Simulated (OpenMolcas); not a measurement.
**Multireference states of SbH**

Which states of SbH lie lowest, and how does spin–orbit coupling split them?

The runs use OpenMolcas 26.06; SA-CASSCF(4,4), XMS-CASPT2, RASSI; ANO-RCC-VTZP.

All values are calculated.

## 1. Input

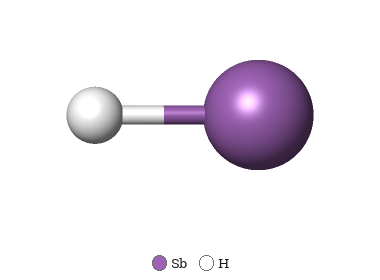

The two atoms at 1.725 Å (antimony purple, hydrogen white).

C2 symmetry about the axis (a holds Σ, Δ, Γ; b holds Π, Φ, H; Σ⁺ and Σ⁻ are not told apart); roots by multiplicity and irrep: 3a 1, 1a 3, 3b 4, 5a 1, 1b 4.

Active shells: Sb 5p, H 1s.

m.inp

```
&GATEWAY
Coord
2
angstrom
Sb 0.0 0.0 0.0
H 0.0 0.0 1.7250
Basis=ANO-RCC-VTZP
Group=XY
RX2C
AMFI
ANGMom
0.0 0.0 0.0
RICD
&SEWARD
&GUESSORB
&RASSCF
FileOrb=$CurrDir/o31.orb
Symmetry=1
Spin=3
nActEl=4 0 0
Inactive=14 10
RAS2=2 2
CIRoot=1 1 1
Linear
Iterations=120 100
OrbListing=Nothing
PRWF=0.15
>>COPY $Project.RasOrb $CurrDir/o31.orb
>>COPY $Project.rasscf.h5 $CurrDir/r31.h5
&CASPT2
XMultistate=all
Imaginary=0.2
IPEA=0.25
MaxIter=40
>>COPY $Project.JobMix JOB001
&RASSCF
FileOrb=$CurrDir/o11.orb
Symmetry=1
Spin=1
nActEl=4 0 0
Inactive=14 10
RAS2=2 2
CIRoot=3 3 1
Linear
Iterations=120 100
OrbListing=Nothing
PRWF=0.15
>>COPY $Project.RasOrb $CurrDir/o11.orb
>>COPY $Project.rasscf.h5 $CurrDir/r11.h5
&CASPT2
XMultistate=all
Imaginary=0.2
IPEA=0.25
MaxIter=40
>>COPY $Project.JobMix JOB002
&RASSCF
FileOrb=$CurrDir/o32.orb
Symmetry=2
Spin=3
nActEl=4 0 0
Inactive=14 10
RAS2=2 2
CIRoot=4 4 1
Linear
Iterations=120 100
OrbListing=Nothing
PRWF=0.15
>>COPY $Project.RasOrb $CurrDir/o32.orb
>>COPY $Project.rasscf.h5 $CurrDir/r32.h5
&CASPT2
XMultistate=all
Imaginary=0.2
IPEA=0.25
MaxIter=40
>>COPY $Project.JobMix JOB003
&RASSCF
FileOrb=$CurrDir/o51.orb
Symmetry=1
Spin=5
nActEl=4 0 0
Inactive=14 10
RAS2=2 2
CIRoot=1 1 1
Linear
Iterations=120 100
OrbListing=Nothing
PRWF=0.15
>>COPY $Project.RasOrb $CurrDir/o51.orb
>>COPY $Project.rasscf.h5 $CurrDir/r51.h5
&CASPT2
XMultistate=all
Imaginary=0.2
IPEA=0.25
MaxIter=40
>>COPY $Project.JobMix JOB004
&RASSCF
FileOrb=$CurrDir/o12.orb
Symmetry=2
Spin=1
nActEl=4 0 0
Inactive=14 10
RAS2=2 2
CIRoot=4 4 1
Linear
Iterations=120 100
OrbListing=Nothing
PRWF=0.15
>>COPY $Project.RasOrb $CurrDir/o12.orb
>>COPY $Project.rasscf.h5 $CurrDir/r12.h5
&CASPT2
XMultistate=all
Imaginary=0.2
IPEA=0.25
MaxIter=40
>>COPY $Project.JobMix JOB005
&RASSI
Nr of JobIphs=5 1 3 4 1 4
1
1 2 3
1 2 3 4
1
1 2 3 4
SpinOrbit
EJob
Omega
MEES
MESO
Properties=4
'AngMom' 3 'Mltpl  1' 1 'Mltpl  1' 2 'Mltpl  1' 3
Thrs=1.0d-4
>>COPY $Project.rassi.h5 $CurrDir/so.h5
```

Each module block was a call of its own in one work directory; start orbitals came from a preliminary run.

Command:

```
$ pymolcas m.inp
```

## 2. CASSCF and CASPT2, block by block

Output, in excerpt, cut to the lines that bear on the results:

```text
[...]
      Number of active orbitals                  4
[...]
      Spin quantum number                      1.0
[...]
      Active orbitals                            2   2
[...]
      printout of CI-coefficients larger than  0.15 for root  1
      energy=   -6478.503749
      conf/sym  11 22     Coeff  Weight
             3  02 uu   0.98956 0.97923
      Natural orbitals and occupation numbers for root  1
      sym 1:   0.037877   1.962123
      sym 2:   1.000000   1.000000
      RASSCF energy for state  1                  -6478.50374926
::    RASSCF root number  1 Total energy:  -6478.50374926
[...]
      Number of CSFs                             7
[...]
      E2 (Variational):          -0.5169778457
[...]
      Natural orbitals and occupation numbers for root  1
      sym 1:   0.034904   1.965096
      sym 2:   1.000000   1.000000
      Natural orbitals and occupation numbers for root  2
      sym 1:   0.034904   1.965096
[...]
::    RASSCF root number  1 Total energy:  -6478.46320705
[...]
      Natural orbitals and occupation numbers for root  1
      sym 1:   0.053396   1.035780
      sym 2:   1.000000   1.910824
      Natural orbitals and occupation numbers for root  2
      sym 1:   0.053396   1.035780
      sym 2:   1.910824   1.000000
      Natural orbitals and occupation numbers for root  3
      sym 1:   0.955195   1.954146
      sym 2:   1.000000   0.090658
      Natural orbitals and occupation numbers for root  4
      sym 1:   0.955195   1.954146
      sym 2:   0.090658   1.000000
      RASSCF energy for state  4                  -6478.27072521
::    RASSCF root number  1 Total energy:  -6478.30987481
::    RASSCF root number  2 Total energy:  -6478.30987481
::    RASSCF root number  3 Total energy:  -6478.27072521
::    RASSCF root number  4 Total energy:  -6478.27072521
[...]
      E2 (Variational):          -0.5559077377
      Total energy:           -6478.8266329498
      Reference weight:           0.87794
[...]
      E2 (Variational):          -0.5559077406
[...]
```

Spin-free states (degenerate pairs once); dipoles are positive if H is the positive end.

```csv
state,CASSCF root of the same rank (eV),XMS-CASPT2 (eV),μ of the rotated CASSCF state (D)
(1)3Σ,0.00,0.000,0.01
(1)1Δ,1.10,0.849,-0.02
(1)1Σ,2.11,1.714,-0.02
(1)3Π,4.37,3.528,0.32
(1)1Π,5.28,4.252,0.88
(2)3Π,5.54,4.943,-0.27
(2)1Π,6.34,5.340,-0.48
(1)5Σ,5.41,5.586,0.48
```

State-averaged natural occupations by block (full and empty orbitals left out): 3a: 0.04 1.96 1.00 1.00; 1a: 0.04 1.97 1.00 1.00; 3b: 0.51 1.49 1.00 1.00; 5a: 1.00 1.00 1.00 1.00; 1b: 0.53 1.47 1.00 1.00. Reference weights run from 0.878 to 0.908.

## 3. From Λ–S states to Ω levels

RASSI output, in excerpt, cut to the lines that bear on the results:

```text
[...]
   Eigenvalues of complex Hamiltonian:
  (Shifted by EMIN (a.u.) =      -6479.0207271028)
 SO State       Relative EMIN(au)   Rel lowest level(eV)    D:o, cm**(-1)      Omega
     1            -0.0026997909        0.0000000000              0.0000         0.0
     2            -0.0004636932        0.0608473177            490.7667         1.0
     3            -0.0004636932        0.0608473179            490.7667         1.0
     4             0.0306071228        0.9063272944           7310.0226         2.0
     5             0.0306075186        0.9063380623           7310.1095         2.0
     6             0.0644004663        1.8258910163          14726.8042         0.0
     7             0.1234653380        3.4331280523          27690.0451         2.0
     8             0.1234653398        3.4331281022          27690.0456         2.0
     9             0.1284523574        3.5688317634          28784.5694         1.0
    10             0.1284523613        3.5688318707          28784.5703         1.0
    11             0.1357288628        3.7668355632          30381.5777         0.0
    12             0.1368470074        3.7972618267          30626.9821         0.0
    13             0.1574986876        4.3592226749          35159.5020         1.0
    14             0.1574986926        4.3592228108          35159.5031         1.0
[...]
```

Wall time 33 s (1 thread of Arm Neoverse V2, shared host); peak memory 0.33 GiB.

Levels:

```json
{"Ω": "0", "energy (cm⁻¹)": "0", "parentage": "96% (1)3Σ + 3% (1)1Σ", "f from lowest": "0"}
{"Ω": "1", "energy (cm⁻¹)": "491", "parentage": "100% (1)3Σ", "f from lowest": "0"}
{"Ω": "2", "energy (cm⁻¹)": "7310", "parentage": "99% (1)1Δ", "f from lowest": "0"}
{"Ω": "0", "energy (cm⁻¹)": "14727", "parentage": "96% (1)1Σ + 3% (1)3Σ", "f from lowest": "0"}
{"Ω": "2", "energy (cm⁻¹)": "27690", "parentage": "99% (1)3Π", "f from lowest": "0"}
{"Ω": "1", "energy (cm⁻¹)": "28785", "parentage": "96% (1)3Π + 4% (1)1Π", "f from lowest": "0.073"}
{"Ω": "0", "energy (cm⁻¹)": "30382", "parentage": "100% (1)3Π", "f from lowest": "0"}
{"Ω": "0", "energy (cm⁻¹)": "30627", "parentage": "99% (1)3Π", "f from lowest": "0"}
{"Ω": "1", "energy (cm⁻¹)": "35160", "parentage": "96% (1)1Π + 4% (1)3Π", "f from lowest": "0.0011"}
{"Ω": "0", "energy (cm⁻¹)": "39011", "parentage": "98% (2)3Π", "f from lowest": "0"}
{"Ω": "0", "energy (cm⁻¹)": "39186", "parentage": "100% (2)3Π", "f from lowest": "0"}
{"Ω": "1", "energy (cm⁻¹)": "39839", "parentage": "87% (2)3Π + 10% (2)1Π", "f from lowest": "0.0018"}
{"Ω": "2", "energy (cm⁻¹)": "41367", "parentage": "90% (2)3Π + 10% (1)5Σ", "f from lowest": "0"}
{"Ω": "1", "energy (cm⁻¹)": "44108", "parentage": "88% (2)1Π + 9% (2)3Π + 3% (1)5Σ", "f from lowest": "4.2e-05"}
{"Ω": "0", "energy (cm⁻¹)": "45784", "parentage": "98% (1)5Σ", "f from lowest": "0"}
{"Ω": "1", "energy (cm⁻¹)": "45916", "parentage": "94% (1)5Σ + 5% (2)3Π", "f from lowest": "0.00061"}
{"Ω": "2", "energy (cm⁻¹)": "46208", "parentage": "90% (1)5Σ + 10% (2)3Π", "f from lowest": "0"}
```

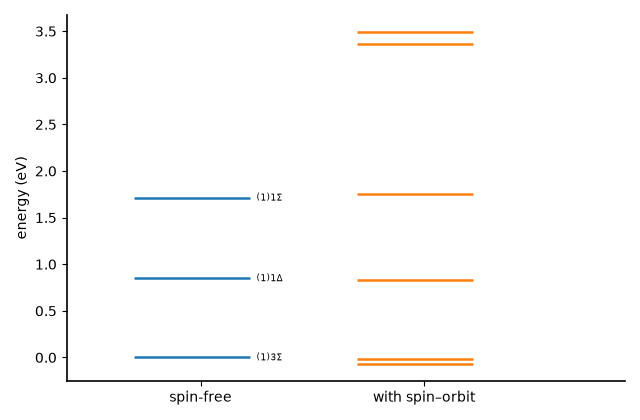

CASPT2 states and the spin-orbit levels up to 3.5 eV, from the lowest spin-free state.

## 4. Along the bond: spin-free states

The same input was run at the other distances; those logs are left out. Energies in eV from the lowest point of the curves kept. Curves are followed by energy order within each symmetry, so they can change character at crossings; Σ⁺ and Σ⁻ are counted together.

| R (Å) | (1)3Σ | (1)1Δ | (1)1Σ | (1)5Σ | (1)3Π |
| --- | --- | --- | --- | --- | --- |
| 1.725 | 0.000 | 0.849 | 1.714 | 5.586 | 3.528 |
| 1.811 | 0.058 | 0.913 | 1.779 | 5.102 | 3.524 |
| 1.897 | 0.178 | 1.049 | 1.909 | 4.689 | 3.581 |
| 2.018 | 0.410 | 1.291 | 2.156 | 4.206 | 3.632 |
| 2.174 | 0.755 | 1.647 | 2.526 | 3.722 | 3.661 |
| 2.415 | 1.286 | 2.216 | 3.104 | 3.203 | 3.673 |
| 2.760 | 1.871 | 2.884 | 3.778 | 2.794 | 3.688 |
| 3.277 | 2.293 | 3.438 | 3.920 | 2.559 | 3.700 |
| 3.967 | 2.438 | 3.699 | 3.829 | 2.492 | 3.734 |
| 5.175 | 2.485 | 3.757 | 3.823 | 2.489 | 3.684 |

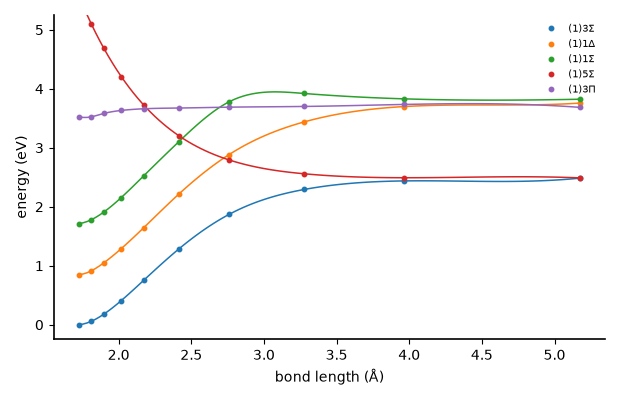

Curves of the lowest states.

## 5. Along the bond: spin–orbit levels

Energies in eV from the lowest point of the curves kept. Curves are followed by energy order within each symmetry, so they can change character at crossings; levels whose Ω could not be read are left out of the count.

| R (Å) | (1)Ω=0 | (1)Ω=1 | (1)Ω=2 | (2)Ω=0 | (2)Ω=1 | (2)Ω=2 | (3)Ω=0 |
| --- | --- | --- | --- | --- | --- | --- | --- |
| 1.725 | 0.000 | 0.061 | 0.906 | 1.826 | 3.569 | 3.433 | 3.767 |
| 1.811 | 0.056 | 0.117 | 0.968 | 1.888 | 3.559 | 3.427 | 3.756 |
| 1.897 | 0.174 | 0.236 | 1.103 | 2.015 | 3.604 | 3.482 | 3.798 |
| 2.018 | 0.405 | 0.467 | 1.343 | 2.258 | 3.641 | 3.531 | 3.819 |
| 2.174 | 0.749 | 0.810 | 1.697 | 2.616 | 3.626 | 3.519 | 3.740 |
| 2.415 | 1.279 | 1.337 | 2.262 | 3.153 | 3.232 | 3.187 | 3.249 |
| 2.760 | 1.868 | 1.914 | 2.788 | 2.846 | 2.835 | 2.939 | 3.595 |
| 3.277 | 2.347 | 2.325 | 2.574 | 2.613 | 2.605 | 3.466 | 3.751 |
| 3.967 | 2.493 | 2.464 | 2.511 | 2.547 | 2.542 | 3.702 | 3.776 |
| 5.175 | 2.540 | 2.505 | 2.507 | 2.544 | 2.543 | 3.706 | 3.725 |

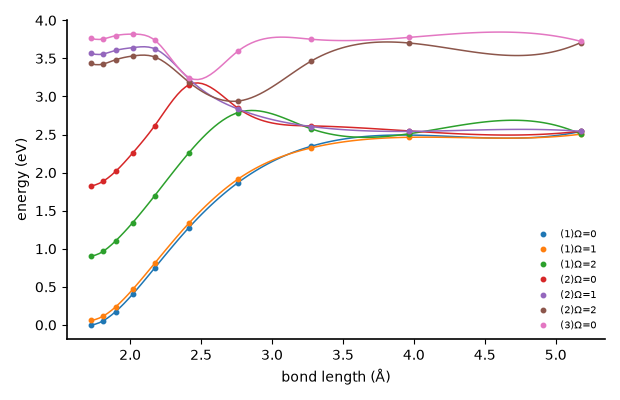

Curves of the lowest levels.

All 13 distances took 7.5 min on 1 thread of Arm Neoverse V2, shared host; 3 of them failed the checks on weights, roots and symmetry and are left out.

## 6. Results

```
                       quantity                          value
         lowest spin-free state                          (1)3Σ
           next spin-free state                (1)1Δ, 0.849 eV
                   lowest level  Ω = 0, 96 % (1)3Σ + 3 % (1)1Σ
                     next level                Ω = 1, 491 cm⁻¹
lowering by spin–orbit coupling                       593 cm⁻¹
```

**Reading.** At 1.725 Å the lowest computed level has Ω = 0 and is 96 % (1)3Σ + 3 % (1)1Σ. The levels that stem mainly from (1)3Σ spread over 491 cm⁻¹. Only the spin multiplicities and numbers of roots in the input were computed, so the list of states is not complete and the lowest one found need not be the ground state; labels number the states computed.
